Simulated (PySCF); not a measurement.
## Electronic structure of C₄H₁₅NOSi₃ in real space

Input

```
{"job": {"kind": "nmr", "xc": "PBE0", "basis": "pcSseg-1"}, "charge": 0, "multiplicity": 1}
C     -2.829697    -0.513195    -1.063176
C     -2.239869    -0.953428     0.034587
C     -0.816144    -1.366900     0.123112
Si     0.224275     0.020160     0.949936
N     -0.249191     0.436009     2.558570
C      2.069519    -0.414473     0.945401
Si     2.848116    -0.589142    -0.773104
O     -0.036513     1.391997     0.119429
Si    -0.351428     2.244821    -1.216094
H     -3.857341    -0.191724    -1.071824
H     -2.305976    -0.464243    -2.003614
H     -2.792089    -0.988975     0.965928
H     -0.732081    -2.284403     0.706662
H     -0.428272    -1.569711    -0.874380
H     -0.173164    -0.251548     3.288752
H     -1.084716     0.984864     2.680027
H      2.598133     0.364334     1.492440
H      2.222427    -1.335992     1.505131
H      4.277903    -0.888843    -0.615673
H      2.232394    -1.705960    -1.500894
H      2.703143     0.642499    -1.550242
H      0.532733     3.406450    -1.131783
H     -1.765417     2.612032    -1.161166
H     -0.058476     1.435138    -2.400468
```

Command:

```sh
OMP_NUM_THREADS=1 python probes_run.py task.json out
```

Geometry: GFN2-xTB.

The calculation used PBE0/pcSseg-1, SCF density, gas phase, non-relativistic (PySCF 2.14.0).

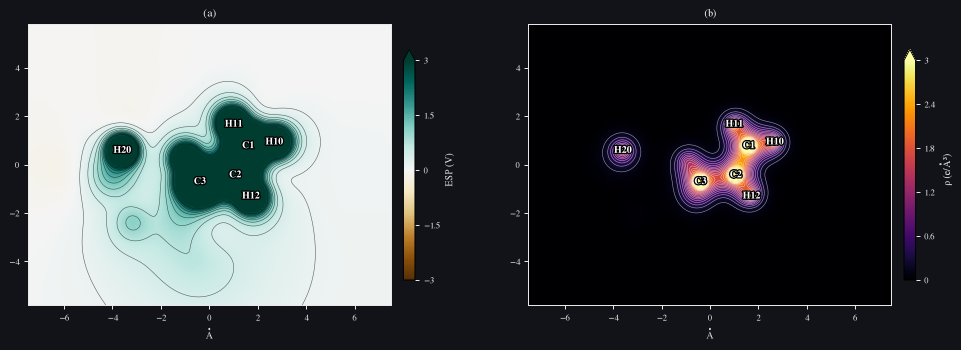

Figure 1. (a) molecular electrostatic potential; (b) total electron density on the plane of atoms C3, C2 and H12.

**What do the fields say about this system?**

The plane passes through C and H nuclei. C–C (1.32 Å): the density is about 2.3 e/Å³ at the midpoint. C–C (1.49 Å): the density is about 1.7 e/Å³ at the midpoint. C–H (1.08 Å): ρ at the midpoint is about 2 e/Å³. The potential has no marked negative region in this plane.

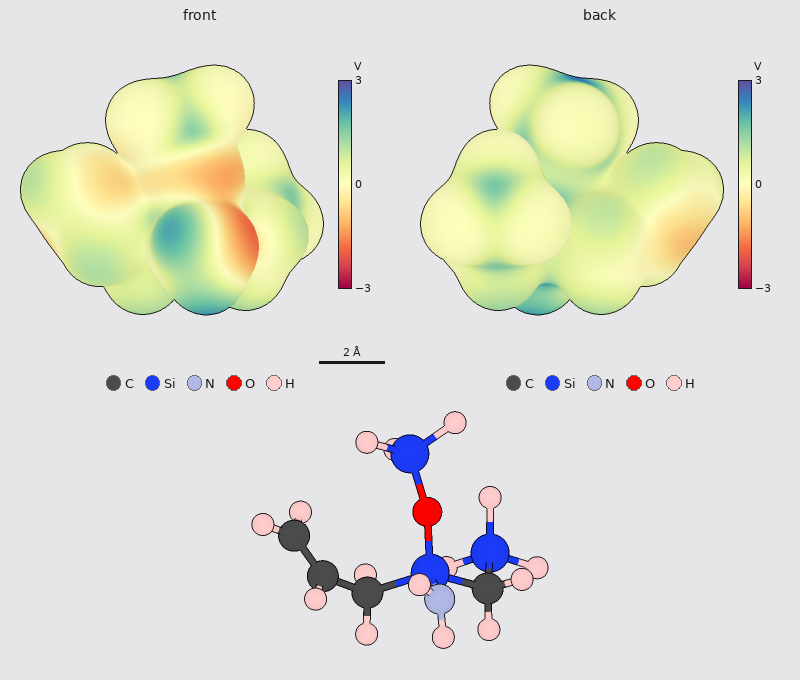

Figure 2. The electrostatic potential painted on the density surface at 0.004 e/bohr³, seen from the front and from behind; the colour scale runs from red (negative) to blue (positive). The bare structure is drawn below in the same view.

**Describe the electrostatic potential map.**

The most negative region (about −1.7 V, or −39 kcal/mol for a unit charge) lies over N5, the most positive (about +2.2 V, or +51 kcal/mol for a unit charge) over Si9 and H15. N5 is the likeliest acceptor of a hydrogen bond.

**How polar is the molecule by this calculation?**

Its dipole moment is 1.60 D.
